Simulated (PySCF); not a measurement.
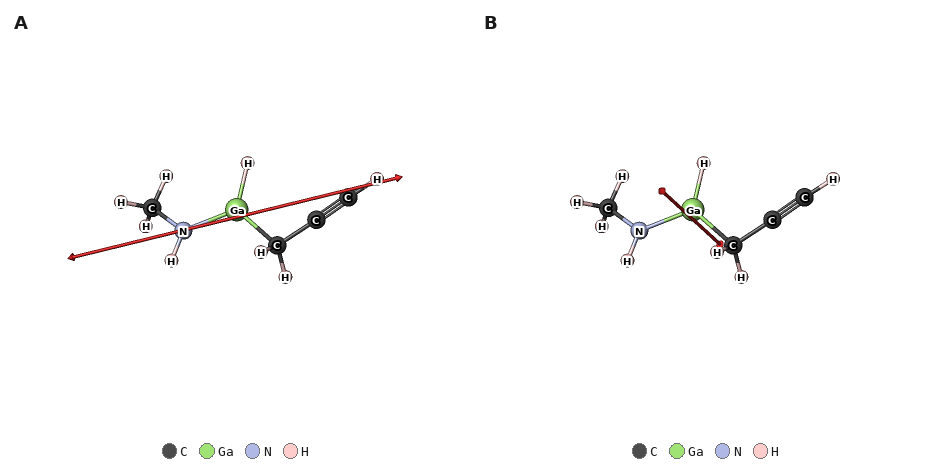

The double arrows show the directions of two transition dipoles from the ground state (lengths mean nothing). The computed structure is the end point of a GFN2-xTB optimisation. No frequency run is at hand to confirm it as a minimum. Level of theory: TDDFT CAM-B3LYP/def2-SVPD, vertical, gas phase, core orbitals frozen in the response (PySCF 2.14.0).

One belongs to singlet state 2 and one to singlet state 3. Which is which?

A: state 2, 5.61 eV (221 nm), oscillator strength 0.14, mainly HOMO → LUMO (weight 0.97).
B: state 3, 5.82 eV (213 nm), oscillator strength 0.028, mainly HOMO → LUMO+1 (weight 0.80).

The geometry is semi-empirical. Around Ga such bond lengths and angles can be off by a tenth of an ångström or more and by several degrees, and values that hang on the shape move with them.
